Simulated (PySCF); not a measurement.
## Two runs on C$_{4}$H$_{4}$S$_{2}$

System: C$_{4}$H$_{4}$S$_{2}$, SMILES Sc1cccs1.
Method of run 1: GIAO PBE0/STO-3G NMR shielding, non-relativistic, gas phase (PySCF 2.14.0).

The geometry comes from this level: PBE0-D3(BJ)/def2-SVP. Text and figures count atoms from 1; the logs count them from 0 in places.

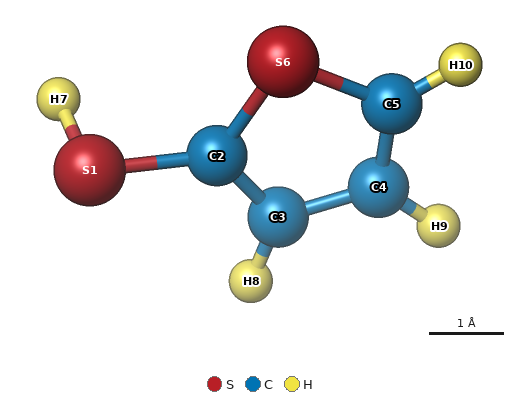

Fig. 1: The structure (ball-and-stick view, seen at a tilt; atoms are numbered from 1 in the order of the input). Bond lengths as drawn: C–C 1.37 to 1.42 Å, C–H 1.09 Å, C–S 1.71 to 1.76 Å and H–S 1.35 Å.

## Input, run 1
```
{"job": {"kind": "nmr", "xc": "PBE0", "basis": "STO-3G", "pop": true}, "charge": 0, "multiplicity": 1}
S      2.635699     0.247788    -0.630967
C      0.920348     0.202996    -0.253814
C      0.121855    -0.911848    -0.148525
C     -1.243395    -0.590946     0.079998
C     -1.461131     0.761781     0.143802
S     -0.015986     1.652130    -0.092479
H      3.085163     0.537878     0.613111
H      0.519806    -1.923951    -0.229869
H     -2.034566    -1.332142     0.200487
H     -2.403133     1.279575     0.322687
```

The first line tells a small driver script what to run in PySCF; the rest is the geometry in Å.

Launched with:
```bash
OMP_NUM_THREADS=1 python <driver script> task.json out
```

Hardware: 1 CPU thread, shared host.

## Output (run 1)
```
coarse grid: 10072 points
cycle   1  E = -940.0836323300  dE =  7.199e-01  |g| = 2.296e-01  |ddm| = 4.676e+00
cycle   2  E = -940.0877250717  dE = -4.093e-03  |g| = 2.373e-01  |ddm| = 7.277e-01
cycle   3  E = -940.1044029894  dE = -1.668e-02  |g| = 7.016e-02  |ddm| = 3.888e-01
cycle   4  E = -940.1060390907  dE = -1.636e-03  |g| = 1.269e-02  |ddm| = 1.156e-01
cycle   5  E = -940.1060768929  dE = -3.780e-05  |g| = 8.077e-03  |ddm| = 2.749e-02
cycle   6  E = -940.1060978248  dE = -2.093e-05  |g| = 1.231e-03  |ddm| = 1.205e-02
cycle   7  E = -940.1060982959  dE = -4.711e-07  |g| = 2.872e-04  |ddm| = 2.021e-03
final grid: 89816 points
cycle   8  E = -940.0843684939  dE = -2.164e-06  |g| = 5.211e-03  |ddm| = 1.640e-02
cycle   9  E = -940.0843631911  dE =  5.303e-06  |g| = 6.411e-03  |ddm| = 1.913e-02
cycle  10  E = -940.0843787072  dE = -1.552e-05  |g| = 5.233e-04  |ddm| = 1.086e-02
cycle  11  E = -940.0843788021  dE = -9.494e-08  |g| = 1.556e-04  |ddm| = 9.534e-04
cycle  12  E = -940.0843788100  dE = -7.870e-09  |g| = 2.523e-05  |ddm| = 2.364e-04
cycle  13  E = -940.0843788102  dE = -1.660e-10  |g| = 1.679e-05  |ddm| = 5.298e-05
converged SCF energy = -940.0843788102

GIAO shielding tensors (ppm)
atom      isotropic    diamagn.    paramagn.     s11        s22        s33       span
  0 S      741.424    1041.707    -300.283    670.524    712.494    841.256    170.732
  1 C      105.036     260.578    -155.542     47.003    101.520    166.583    119.579
  2 C      124.203     256.386    -132.183     55.972    121.882    194.755    138.784
  3 C      128.314     256.154    -127.841     66.238    118.351    200.353    134.115
  4 C      114.432     258.886    -144.455     38.190    111.654    193.451    155.261
  5 S      516.737    1044.761    -528.023    407.013    469.993    673.206    266.193
  6 H       32.147      31.269       0.877     24.737     30.114     41.589     16.853
  7 H       26.344      31.580      -5.237     22.381     25.863     30.788      8.406
  8 H       26.443      30.731      -4.288     22.930     26.207     30.192      7.262
  9 H       26.032      30.548      -4.516     23.468     26.204     28.423      4.955
```

Run 2 used a changed input.

## The two runs side by side

```csv
quantity,run 1,run 2
outcome,converged,converged
total energy (hartree),−940.084379,−950.801135
HOMO (eV),−3.87,−6.87
LUMO (eV),2.76,−0.98
dipole moment (D),1.02,1.52
shielding of S1 (ppm),741.4,577.8
shielding of C2 (ppm),105.0,51.1
shielding of C3 (ppm),124.2,45.4
shielding of C4 (ppm),128.3,57.0
shielding of C5 (ppm),114.4,48.9
shielding of S6 (ppm),516.7,217.6
shielding of H7 (ppm),32.1,28.0
SCF iterations,13,15
basis functions,42,202
wall time (shared host),2.8 s,19 s
```

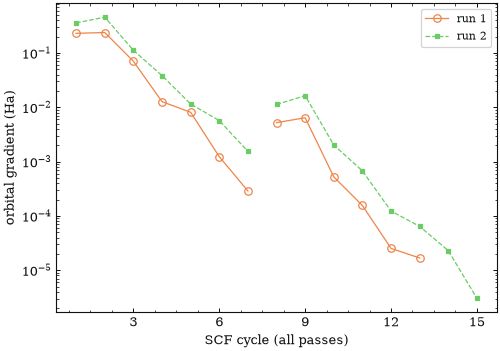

Fig. 2: Convergence of the two runs: orbital gradient against the SCF cycle. A break in a curve parts two SCF passes (coarse and final grid). Run 1 takes 13 cycles in all, and run 2 takes 15.

What was changed in the input?

The change (lines with − go, lines with + come):
```diff
-"basis": "STO-3G"
+"basis": "6-311+G(2d,p)"
```

The total energy of run 2 is 6724.9 kcal/mol lower, which measures the change of basis and not a stability. The HOMO goes from −3.87 to −6.87 eV. The LUMO goes from 2.76 to −0.98 eV. The dipole moment goes from 1.02 to 1.52 D. Of all shieldings, the largest change is that of S6, by −299.1 ppm. Diffuse functions give room to the loosely bound empty orbitals, which lowers the LUMO. The SCF takes 15 iterations against 13. The basis functions go from 42 to 202.

## Output (run 2)
```
coarse grid: 10072 points
cycle   1  E = -950.7722685755  dE =  1.001e+00  |g| = 3.571e-01  |ddm| = 4.126e+00
cycle   2  E = -950.7439809244  dE =  2.829e-02  |g| = 4.549e-01  |ddm| = 1.694e+00
cycle   3  E = -950.7969574955  dE = -5.298e-02  |g| = 1.117e-01  |ddm| = 1.310e+00
cycle   4  E = -950.8004028158  dE = -3.445e-03  |g| = 3.824e-02  |ddm| = 2.389e-01
cycle   5  E = -950.8007656724  dE = -3.629e-04  |g| = 1.148e-02  |ddm| = 7.252e-02
cycle   6  E = -950.8007932556  dE = -2.758e-05  |g| = 5.689e-03  |ddm| = 2.579e-02
cycle   7  E = -950.8008004889  dE = -7.233e-06  |g| = 1.541e-03  |ddm| = 9.449e-03
final grid: 89816 points
cycle   8  E = -950.8011072731  dE = -2.888e-05  |g| = 1.125e-02  |ddm| = 1.016e-01
cycle   9  E = -950.8010660719  dE =  4.120e-05  |g| = 1.633e-02  |ddm| = 2.939e-02
cycle  10  E = -950.8011335737  dE = -6.750e-05  |g| = 2.021e-03  |ddm| = 2.121e-02
cycle  11  E = -950.8011345942  dE = -1.021e-06  |g| = 6.731e-04  |ddm| = 7.189e-03
cycle  12  E = -950.8011347024  dE = -1.081e-07  |g| = 1.230e-04  |ddm| = 1.258e-03
cycle  13  E = -950.8011347053  dE = -2.953e-09  |g| = 6.413e-05  |ddm| = 3.553e-04
cycle  14  E = -950.8011347063  dE = -1.022e-09  |g| = 2.296e-05  |ddm| = 1.250e-04
cycle  15  E = -950.8011347065  dE = -1.455e-10  |g| = 3.039e-06  |ddm| = 4.677e-05
converged SCF energy = -950.8011347065

GIAO shielding tensors (ppm)
atom      isotropic    diamagn.    paramagn.     s11        s22        s33       span
  0 S      577.754    1051.474    -473.720    424.693    500.570    807.998    383.305
  1 C       51.057     241.934    -190.877    -31.465     67.133    117.502    148.967
  2 C       45.379     259.564    -214.185    -40.064     40.100    136.100    176.164
  3 C       57.032     256.966    -199.934    -23.306     42.972    151.429    174.736
  4 C       48.914     256.165    -207.251    -41.159     46.427    141.474    182.633
  5 S      217.620    1058.133    -840.514     50.308    235.165    367.387    317.079
  6 H       27.998      28.358      -0.360     20.796     25.692     37.507     16.711
  7 H       24.086      29.886      -5.801     21.313     22.918     28.026      6.714
  8 H       24.434      29.128      -4.694     21.632     24.751     26.919      5.287
  9 H       23.993      29.411      -5.418     21.362     23.885     26.733      5.371
```
